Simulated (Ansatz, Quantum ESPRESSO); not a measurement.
# RbErO2 (R-3m): zone-centre phonons, part 2 of 4

Which modes does RbErO2 (R-3m) have at the zone centre?

Quantum ESPRESSO 7.5; DFT PBEsol, scalar-relativistic, plane waves, PseudoDojo norm-conserving, 4f in core pseudopotentials.

So far. Step 2 (A probe with smearing): A gap of 3.5 eV opens on this mesh, so the crystal is taken as an insulator; the start stands at -2.5 GPa. Step 4 (Ground state): The cell stands at -0.16 GPa, close enough for phonons. The relaxed cell has a = 3.408, c = 19.225 Å (conventional setting).

## (5) Zone-centre response

At q = 0 one unit cell holds all displacements; symmetry groups them into irreducible representations that are solved one by one. The response to a field gives ε∞ and the Born charges, which polar modes need.

Contents of ph.in:

```
phonons
&inputph
   prefix = 'x'
   outdir = './tmp'
   fildyn = 'g.dyn'
   tr2_ph = 1.0d-18
   epsil = .true.
/
0.000000000 0.000000000 0.000000000
```

Command:

```console
> OMP_NUM_THREADS=1 mpirun -n 8 ph.x -nk 8 -in ph.in > ph.out
```

The log of the run:

```text
[banners, grids, parts of the stress and lines that vanish by symmetry left out]
[banner, memory and clock lines left out]
Program PHONON v.7.5

     ./tmp/x.save/

     IMPORTANT: XC functional enforced from input :
     Exchange-correlation= PBESOL
                           (   1   4  10   8   0   0   0)
     Any further DFT definition will be discarded
     Please, verify this is what you really want

     G-vector sticks info

     Check: negative core charge=   -0.000003
     Reading collected, re-writing distributed wavefunctions in ./tmp/

     Number and degeneracy of irreps per q-point
       N         xq(1)         xq(2)         xq(3)   N irreps
       1   0.000000000   0.000000000   0.000000000       8
        1   2   1   1   1   2   2   2

     Calculation of q =    0.0000000   0.0000000   0.0000000

     phonons

     bravais-lattice index     =            0
     lattice parameter (alat)  =      12.6676  a.u.
     unit-cell volume          =     434.9169 (a.u.)^3
     number of atoms/cell      =            4
     number of atomic types    =            3
     kinetic-energy cut-off    =      72.0000  Ry
     charge density cut-off    =     288.0000  Ry
     convergence threshold     =      1.0E-18
     beta                      =       0.7000
     number of iterations used =            4
     Exchange-correlation= PBESOL
                           (   1   4  10   8   0   0   0)

     celldm(1)=   12.66761  celldm(2)=    0.00000  celldm(3)=    0.00000
     celldm(4)=    0.00000  celldm(5)=    0.00000  celldm(6)=    0.00000

     crystal axes: (cart. coord. in units of alat)
               a(1) = (  0.2542  0.1468  0.9560 )
               a(2) = ( -0.2542  0.1468  0.9560 )
               a(3) = (  0.0000 -0.2935  0.9560 )

     reciprocal axes: (cart. coord. in units 2 pi/alat)
               b(1) = (  1.9671  1.1357  0.3487 )
               b(2) = ( -1.9671  1.1357  0.3487 )
               b(3) = (  0.0000 -2.2714  0.3487 )

     Atoms inside the unit cell:

     Cartesian axes

     site n.  atom      mass           positions (alat units)
        1  Rb     85.4678   tau(    1) = (    0.00000    0.00000    0.00000  )
        2  Er    167.2590   tau(    2) = (    0.00000   -0.00000    1.43394  )
        3  O      15.9990   tau(    3) = (    0.00000   -0.00000    0.64520  )
        4  O      15.9990   tau(    4) = (   -0.00000   -0.00000    2.22267  )

     Computing dynamical matrix for
                    q = (   0.0000000   0.0000000   0.0000000 )

     13 Sym.Ops. (with q -> -q+G )

     G cutoff = 1170.6367  (  35939 G-vectors)     FFT grid: ( 72, 72, 72)
     number of k points=    32
                       cart. coord. in units 2pi/alat
        k(    1) = (   0.0000000   0.0000000   0.0000000), wk =   0.0092593
        k(    2) = (   0.0000000  -0.3785660   0.0581151), wk =   0.0555556
        k(    3) = (   0.0000000  -0.7571320   0.1162302), wk =   0.0555556
        [... further k-points left out ...]

     PseudoPot. # 1 for Rb read from file:
     ./pseudo/Rb.upf
     Pseudo is Norm-conserving + core correction, Zval =  9.0
     Using radial grid of 2280 points,  6 beta functions with:
                l(1) =   0
                l(2) =   0
                l(3) =   1
                l(4) =   1
                l(5) =   2
                l(6) =   2

     PseudoPot. # 2 for Er read from file:
     ./pseudo/Er.upf
     Pseudo is Norm-conserving + core correction, Zval = 11.0
     Using radial grid of 1906 points,  7 beta functions with:
                l(1) =   0
                l(2) =   0
                l(3) =   1
                l(4) =   1
                l(5) =   2
                l(6) =   2
                l(7) =   3

     PseudoPot. # 3 for O  read from file:
     ./pseudo/O.upf
     Pseudo is Norm-conserving + core correction, Zval =  6.0
     Using radial grid of  936 points,  5 beta functions with:
                l(1) =   0
                l(2) =   0
                l(3) =   1
                l(4) =   1
                l(5) =   2

     Mode symmetry, D_3d (-3m)  point group:

     Electric field:
     Dielectric constant
     Born effective charges as d Force / d E

     Atomic displacements:
     There are    8 irreducible representations

     Representation     1      1 modes -  To be done

     Representation     2      2 modes -  To be done

     Representation     3      1 modes -  To be done

     Representation     4      1 modes -  To be done

     Representation     5      1 modes -  To be done

     Representation     6      2 modes -  To be done

     Representation     7      2 modes -  To be done

     Representation     8      2 modes -  To be done

     Alpha used in Ewald sum =   2.7000

     Electric Fields Calculation

      thresh= 1.000E-02 alpha_mix =  0.700 |ddv_scf|^2 =  9.542E-08

      thresh= 3.089E-05 alpha_mix =  0.700 |ddv_scf|^2 =  1.927E-07

      thresh= 4.390E-05 alpha_mix =  0.700 |ddv_scf|^2 =  7.705E-09

      thresh= 8.778E-06 alpha_mix =  0.700 |ddv_scf|^2 =  2.013E-10

      thresh= 1.419E-06 alpha_mix =  0.700 |ddv_scf|^2 =  1.052E-11

      thresh= 3.243E-07 alpha_mix =  0.700 |ddv_scf|^2 =  2.073E-12

      thresh= 1.440E-07 alpha_mix =  0.700 |ddv_scf|^2 =  3.974E-15

      thresh= 6.304E-09 alpha_mix =  0.700 |ddv_scf|^2 =  2.247E-16

      thresh= 1.499E-09 alpha_mix =  0.700 |ddv_scf|^2 =  1.277E-17

      thresh= 3.573E-10 alpha_mix =  0.700 |ddv_scf|^2 =  7.222E-19

     End of electric fields calculation

          Dielectric constant in cartesian axis

          (       3.908317141       0.000000000       0.000000000 )
          (      -0.000000000       3.908317143       0.000000000 )
          (      -0.000000000       0.000000000       3.510078332 )

          Effective charges (d Force / dE) in cartesian axis without acoustic sum rule applied (asr)

           atom    1  Rb    Mean Z*:        1.30611
      Ex  (        1.08492       -0.00000        0.00000 )
      Ey  (        0.00000        1.08492       -0.00000 )
      Ez  (        0.00000       -0.00000        1.74849 )
           atom    2  Er    Mean Z*:        3.64205
      Ex  (        4.20172       -0.00000        0.00000 )
      Ey  (       -0.00000        4.20172        0.00000 )
      Ez  (       -0.00000        0.00000        2.52269 )
           atom    3  O     Mean Z*:       -2.47664
      Ex  (       -2.64739        0.00000        0.00000 )
      Ey  (        0.00000       -2.64739        0.00000 )
      Ez  (        0.00000        0.00000       -2.13514 )
           atom    4  O     Mean Z*:       -2.47664
      Ex  (       -2.64739        0.00000        0.00000 )
      Ey  (        0.00000       -2.64739        0.00000 )
      Ez  (        0.00000        0.00000       -2.13514 )

          Effective charges Sum: Mean:       -0.00513
             -0.00814        0.00000        0.00000
             -0.00000       -0.00814        0.00000
              0.00000        0.00000        0.00090

          Effective charges (d Force / dE) in cartesian axis with asr applied:
           atom    1  Rb    Mean Z*:        1.30739
      E*x (        1.08695       -0.00000        0.00000 )
      E*y (       -0.00000        1.08695       -0.00000 )
      E*z (       -0.00000       -0.00000        1.74826 )
           atom    2  Er    Mean Z*:        3.64333
      E*x (        4.20376       -0.00000       -0.00000 )
      E*y (       -0.00000        4.20376        0.00000 )
      E*z (       -0.00000        0.00000        2.52247 )
           atom    3  O     Mean Z*:       -2.47536
      E*x (       -2.64535        0.00000       -0.00000 )
      E*y (        0.00000       -2.64535       -0.00000 )
      E*z (        0.00000       -0.00000       -2.13537 )
           atom    4  O     Mean Z*:       -2.47536
      E*x (       -2.64535        0.00000       -0.00000 )
      E*y (        0.00000       -2.64535       -0.00000 )
      E*z (        0.00000       -0.00000       -2.13537 )

     Representation #   1 mode #   1

     Self-consistent Calculation

      thresh= 1.000E-02 alpha_mix =  0.700 |ddv_scf|^2 =  6.989E-06

      thresh= 2.644E-04 alpha_mix =  0.700 |ddv_scf|^2 =  4.202E-06

      thresh= 2.050E-04 alpha_mix =  0.700 |ddv_scf|^2 =  4.932E-09

      thresh= 7.023E-06 alpha_mix =  0.700 |ddv_scf|^2 =  1.821E-09

[...]
End of self-consistent calculation

     Convergence has been achieved

     Representation #   2 modes #   2   3

     Self-consistent Calculation

[...]
End of self-consistent calculation

     Convergence has been achieved

     Representation #   3 mode #   4

     Self-consistent Calculation

[...]
End of self-consistent calculation

     Convergence has been achieved

     Representation #   4 mode #   5

     Self-consistent Calculation

[...]
End of self-consistent calculation

     Convergence has been achieved

     Representation #   5 mode #   6

     Self-consistent Calculation

[...]
End of self-consistent calculation

     Convergence has been achieved

     Representation #   6 modes #   7   8

     Self-consistent Calculation

[...]
End of self-consistent calculation

     Convergence has been achieved

     Representation #   7 modes #   9  10

     Self-consistent Calculation

[...]
End of self-consistent calculation

     Convergence has been achieved

     Representation #   8 modes #  11  12

     Self-consistent Calculation

[...]
thresh= 2.490E-05 alpha_mix =  0.700 |ddv_scf|^2 =  3.044E-09

      thresh= 5.517E-06 alpha_mix =  0.700 |ddv_scf|^2 =  7.073E-11

      thresh= 8.410E-07 alpha_mix =  0.700 |ddv_scf|^2 =  3.011E-13

      thresh= 5.487E-08 alpha_mix =  0.700 |ddv_scf|^2 =  9.963E-16

      thresh= 3.156E-09 alpha_mix =  0.700 |ddv_scf|^2 =  3.940E-17

      thresh= 6.277E-10 alpha_mix =  0.700 |ddv_scf|^2 =  2.152E-18

      thresh= 1.467E-10 alpha_mix =  0.700 |ddv_scf|^2 =  5.742E-20

     End of self-consistent calculation

     Convergence has been achieved

     Number of q in the star =    1
     List of q in the star:
          1   0.000000000   0.000000000   0.000000000

          Dielectric constant in cartesian axis

          (       3.908317141       0.000000000       0.000000000 )
          (      -0.000000000       3.908317143       0.000000000 )
          (      -0.000000000       0.000000000       3.510078332 )

          Effective charges (d Force / dE) in cartesian axis without acoustic sum rule applied (asr)

           atom    1  Rb    Mean Z*:        1.30611
      Ex  (        1.08492       -0.00000        0.00000 )
      Ey  (        0.00000        1.08492       -0.00000 )
      Ez  (        0.00000       -0.00000        1.74849 )
           atom    2  Er    Mean Z*:        3.64205
      Ex  (        4.20172       -0.00000        0.00000 )
      Ey  (       -0.00000        4.20172        0.00000 )
      Ez  (       -0.00000        0.00000        2.52269 )
           atom    3  O     Mean Z*:       -2.47664
      Ex  (       -2.64739        0.00000        0.00000 )
      Ey  (        0.00000       -2.64739        0.00000 )
      Ez  (        0.00000        0.00000       -2.13514 )
           atom    4  O     Mean Z*:       -2.47664
      Ex  (       -2.64739        0.00000        0.00000 )
      Ey  (        0.00000       -2.64739        0.00000 )
      Ez  (        0.00000        0.00000       -2.13514 )

          Effective charges Sum: Mean:       -0.00513
             -0.00814        0.00000        0.00000
             -0.00000       -0.00814        0.00000
              0.00000        0.00000        0.00090

          Effective charges (d Force / dE) in cartesian axis with asr applied:
           atom    1  Rb    Mean Z*:        1.30739
      E*x (        1.08695       -0.00000        0.00000 )
      E*y (       -0.00000        1.08695       -0.00000 )
      E*z (       -0.00000       -0.00000        1.74826 )
           atom    2  Er    Mean Z*:        3.64333
      E*x (        4.20376       -0.00000       -0.00000 )
      E*y (       -0.00000        4.20376        0.00000 )
      E*z (       -0.00000        0.00000        2.52247 )
           atom    3  O     Mean Z*:       -2.47536
      E*x (       -2.64535        0.00000       -0.00000 )
      E*y (        0.00000       -2.64535       -0.00000 )
      E*z (        0.00000       -0.00000       -2.13537 )
           atom    4  O     Mean Z*:       -2.47536
      E*x (       -2.64535        0.00000       -0.00000 )
      E*y (        0.00000       -2.64535       -0.00000 )
      E*z (        0.00000       -0.00000       -2.13537 )

     Diagonalizing the dynamical matrix

     q = (    0.000000000   0.000000000   0.000000000 )

 **************************************************************************
     freq (    1) =      -0.329565 [THz] =     -10.993101 [cm-1]
     freq (    2) =      -0.063782 [THz] =      -2.127536 [cm-1]
     freq (    3) =      -0.063782 [THz] =      -2.127536 [cm-1]
     freq (    4) =       2.090993 [THz] =      69.748030 [cm-1]
     freq (    5) =       2.090993 [THz] =      69.748030 [cm-1]
     freq (    6) =       4.420190 [THz] =     147.441674 [cm-1]
     freq (    7) =       6.620394 [THz] =     220.832585 [cm-1]
     freq (    8) =       6.620394 [THz] =     220.832585 [cm-1]
     freq (    9) =       9.752562 [THz] =     325.310457 [cm-1]
     freq (   10) =      10.895751 [THz] =     363.443135 [cm-1]
     freq (   11) =      10.895751 [THz] =     363.443136 [cm-1]
     freq (   12) =      14.434288 [THz] =     481.476028 [cm-1]
 **************************************************************************

     Mode symmetry, D_3d (-3m)  point group:

     freq (   1-   1) =        -11.0  [cm-1]   --> A_2u L_2'       I
     freq (   2-   3) =         -2.1  [cm-1]   --> E_u  L_3'       I
     freq (   4-   5) =         69.7  [cm-1]   --> E_u  L_3'       I
     freq (   6-   6) =        147.4  [cm-1]   --> A_2u L_2'       I
     freq (   7-   8) =        220.8  [cm-1]   --> E_u  L_3'       I
     freq (   9-   9) =        325.3  [cm-1]   --> A_2u L_2'       I
     freq (  10-  11) =        363.4  [cm-1]   --> E_g  L_3        R
     freq (  12-  12) =        481.5  [cm-1]   --> A_1g L_1        R
```

Elapsed: 20 min, on 8 MPI ranks of Arm Neoverse V1, shared host.

Numbers from this step:

| Item | Value |
| --- | --- |
| miss of the charge sum rule | 0.008140 e |
| largest acoustic frequency at the zone centre before the sum rule | -10.99 cm⁻¹ |
| highest optical zone-centre mode (no LO-TO term) | 481.5 cm⁻¹ |
| lowest optical zone-centre mode | 69.75 cm⁻¹ |
| mean high-frequency dielectric constant | 3.776 |
| largest Born charge in size (third of the trace) | 3.642 e |

Born charge (rows field, columns displacement), before the sum rule (e), principal values of the symmetric part by kind of site:

```csv
atom,atoms with these values,low,middle,high,mean
Rb1,1,1.08,1.08,1.75,1.31
Er2,1,2.52,4.20,4.20,3.64
O3,2,-2.65,-2.65,-2.14,-2.48
```

In full for O3:

```
-2.65  0.00  0.00
 0.00 -2.65  0.00
 0.00  0.00 -2.14
```

High-frequency dielectric tensor:

```
3.91 0.00 0.00
0.00 3.91 0.00
0.00 0.00 3.51
```

The acoustic modes at Γ come out as far as 11.0 cm⁻¹ from zero, where they should vanish, a sizeable error of basis and grid or of the response kernel of this functional; the Born charges miss their sum rule by 0.0081 e, which is good.

## (6) Zone-centre analysis

A rigid shift of the crystal must cost nothing, but grids and finite bases break this; the acoustic sum rule is imposed before the matrix is diagonalised again. With Born charges the intensities follow, and the static dielectric tensor.

Contents of dynmat.in:

```
&input
   fildyn = 'g.dyn'
   asr = 'simple'
   fileig = 'dynmat.eig'
   lperm = .true.
/
```

Command:

```console
> dynmat.x -in dynmat.in > dynmat.out
```

The log of the run:

```text
[banner, memory and clock lines left out]
Program DYNMAT v.7.5

     Reading Dynamical Matrix from file g.dyn
     ...Force constants read
     ...epsilon and Z* read
     A direction for q was not specified:TO-LO splitting will be absent

     Polarizability (A^3 units)
     multiply by 0.519429 for Clausius-Mossotti correction
        14.915630   -0.000000   -0.000000
         0.000000   14.915630    0.000000
         0.000000    0.000000   12.873218

     IR activities are in (D/A)^2/amu units

# mode   [cm-1]    [THz]      IR
    1     -0.00   -0.0000    0.0000
    2      0.00    0.0000    0.0000
    3      0.00    0.0000    0.0000
    4     69.81    2.0929    0.0300
    5     69.81    2.0929    0.0300
    6    147.88    4.4332    2.5083
    7    220.83    6.6205   22.9089
    8    220.83    6.6205   22.9089
    9    326.51    9.7886   12.3452
   10    363.44   10.8958    0.0000
   11    363.44   10.8958    0.0000
   12    482.54   14.4660    0.0000

Electronic dielectric permittivity tensor (relative, adimensional)
         3.908317   -0.000000   -0.000000
         0.000000    3.908317    0.000000
         0.000000    0.000000    3.510078

 ... with zone-center polar mode contributions
        19.657556    0.000000    0.000000
         0.000000   19.657556    0.000000
         0.000000    0.000000   11.138129

6 [cm-1]
[end of the log left out, with the tail of the file of modes that dynmat.x writes under the same name]
```

Wall time 0.45 s (1 thread).

Read from the output:

- highest optical zone-centre mode (no LO-TO term): 482.5 cm⁻¹
- lowest optical zone-centre mode: 69.81 cm⁻¹
- mean static dielectric constant: 16.82

Unit eigenvectors of the mass-weighted matrix after the sum rule; no LO-TO term. Modes at Γ, with each element's share of the kinetic energy:

```csv
mode,frequency (cm⁻¹),symmetry,Rb %,Er %,O %
1,0.0,acoustic,30,59,11
2,0.0,acoustic,30,59,11
3,0.0,acoustic,30,59,11
4,69.8,Eu,69,29,1
5,69.8,Eu,69,29,1
6,147.9,A2u,69,20,12
7,220.8,Eu,1,12,87
8,220.8,Eu,1,12,87
9,326.5,A2u,1,22,77
10,363.4,Eg,0,0,100
11,363.4,Eg,0,0,100
12,482.5,A1g,0,0,100
```

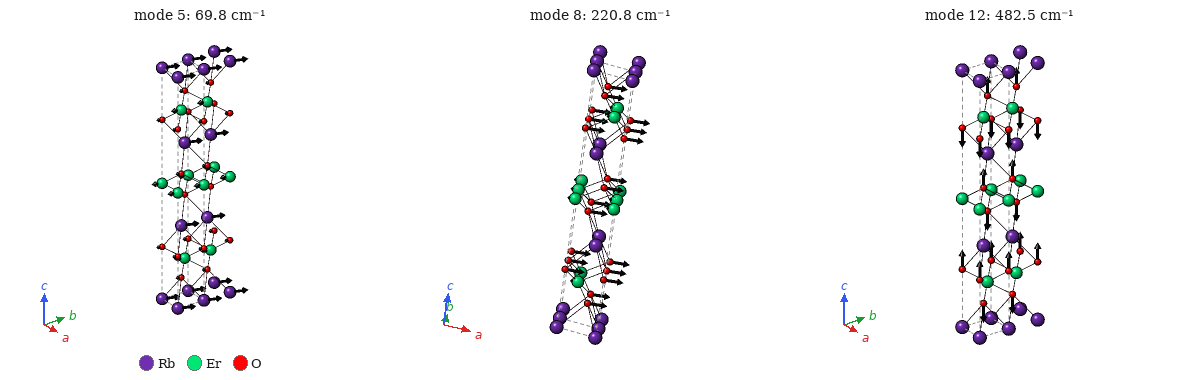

Displacement patterns of modes 5, 8 and 12 at Γ; arrows are exaggerated. Bonds to atoms that aren't drawn are left out. 1×2×1 conventional cells are drawn. Some periodic images of atoms are drawn too.

Degenerate modes summed, no LO-TO term. Lines of the infrared spectrum (strongest = 100):

```csv
position (cm⁻¹),lines merged,label,"IR intensity, relative"
70,2,Eu,0.1
148,1,A2u,5.5
221,2,Eu,100
327,1,A2u,27
363,2,Eg,0.0
483,1,A1g,0.0
```

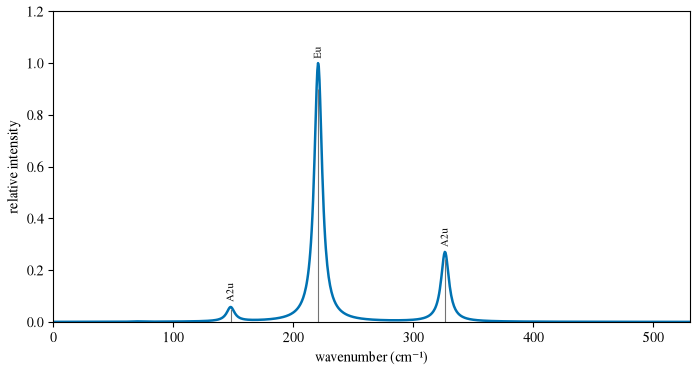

The infrared spectrum, broadened with Lorentzians of width 8 cm⁻¹; bars mark the lines.

Static dielectric tensor (ions relaxed, fixed cell):

```
19.66  0.00  0.00
 0.00 19.66  0.00
 0.00  0.00 11.14
```

The rule also moves an optical mode by 1.2 cm⁻¹.

## (7) Sum rules set otherwise: a sum rule for molecules or wires on a crystal

This rule also removes rotations, which suits molecules and not a crystal; it is tried to see the harm.

Contents of dynmat.in:

```
&input
   fildyn = 'g.dyn'
   asr = 'zero-dim'
   fileig = 'dynmat.eig'
   lperm = .true.
/
```

Command:

```console
> dynmat.x -in dynmat.in > dynmat.out
```

The log of the run:

```text
[banner, memory and clock lines left out]
Program DYNMAT v.7.5

     Reading Dynamical Matrix from file g.dyn
     ...Force constants read
     ...epsilon and Z* read
     Acoustic Sum Rule: || Z*(ASR) - Z*(orig)|| =    1.320513E+00
     Acoustic Sum Rule: ||dyn(ASR) - dyn(orig)||=    1.790861E-01
     A direction for q was not specified:TO-LO splitting will be absent

     Polarizability (A^3 units)
     multiply by 0.519429 for Clausius-Mossotti correction
        14.915630   -0.000000   -0.000000
         0.000000   14.915630    0.000000
         0.000000    0.000000   12.873218

     IR activities are in (D/A)^2/amu units

# mode   [cm-1]    [THz]      IR
    1     -0.00   -0.0000    0.0000
    2     -0.00   -0.0000    0.0000
    3     -0.00   -0.0000    0.0000
    4      0.00    0.0000    0.0000
    5      0.00    0.0000    0.0000
    6    147.63    4.4257    2.5248
    7    188.67    5.6562    8.3585
    8    188.67    5.6562    8.3585
    9    261.12    7.8283   12.1807
   10    261.12    7.8283   12.1807
   11    326.15    9.7778   12.3287
   12    481.48   14.4343    0.0000

Electronic dielectric permittivity tensor (relative, adimensional)
         3.908317   -0.000000   -0.000000
         0.000000    3.908317    0.000000
         0.000000    0.000000    3.510078

 ... with zone-center polar mode contributions
        17.590857    0.000000    0.000000
         0.000000   17.590857    0.000000
         0.000000    0.000000   11.179485

[end of the log left out, with the tail of the file of modes that dynmat.x writes under the same name]
```

Elapsed: 0.45 s, on 1 thread.

The run ended normally, but on settings that are not sound.

The fault: a sum rule for molecules or wires on a crystal; 2 optical modes are projected out to zero frequency, as if they were rotations, and the static dielectric tensor is spoilt.

For a crystal the rule has to be 'simple' or 'crystal'.

Zone-centre frequencies as printed; negative means imaginary. Modes:

```csv
mode,frequency (cm⁻¹)
1,0
2,0
3,0
4,0
5,0
6,147.6
7,188.7
8,188.7
9,261.1
10,261.1
11,326.1
12,481.5
```

(Continued in part 3 of 4.)

[Host names and launcher messages were left out of these logs when they were recorded.]

[Logs are printed without paths, hosts, clocks, repeated set-up lines and the standing remarks that a program may print on its own settings, such as how far it seeks lower states.]

[Hosts, paths, dates, database ids (printed as entryN), source tags and the programs' standing remarks are cut or masked in the printed files.]
